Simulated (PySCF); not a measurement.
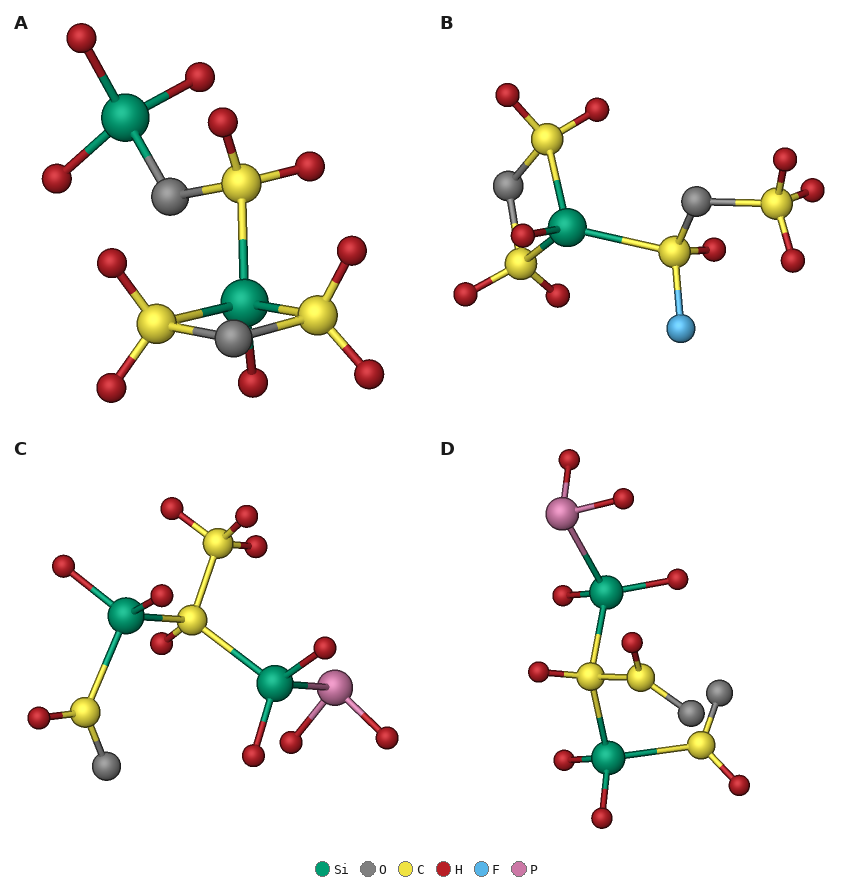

Figure made from data computed with PySCF.

```xyz
17
charge 0, multiplicity 1
O    -0.2145    2.5105   -0.5061
C    -1.2929    2.0306   -0.7628
Si   -1.9800    0.5483    0.2320
C    -0.5246   -0.6841    0.1744
C    -0.3083   -0.9267   -1.2489
O    -0.7466   -0.1912   -2.1054
Si    1.1509    0.0077    0.8597
P     2.4287   -1.8440    0.9302
H    -1.8753    2.4345   -1.6125
H    -2.2319    0.9538    1.6152
H    -3.1587   -0.0068   -0.4274
H    -0.6880   -1.6182    0.7149
H     0.3111   -1.8025   -1.5231
H     1.7429    1.0656    0.0533
H     0.8862    0.4348    2.2363
H     3.0037   -1.6601   -0.3157
H     3.4904   -1.2400    1.5752
```

**Which picture belongs to the input above?**

D. The file holds C3H9O2PSi2, `O=C[SiH2][C@@H](C=O)[SiH2]P`.
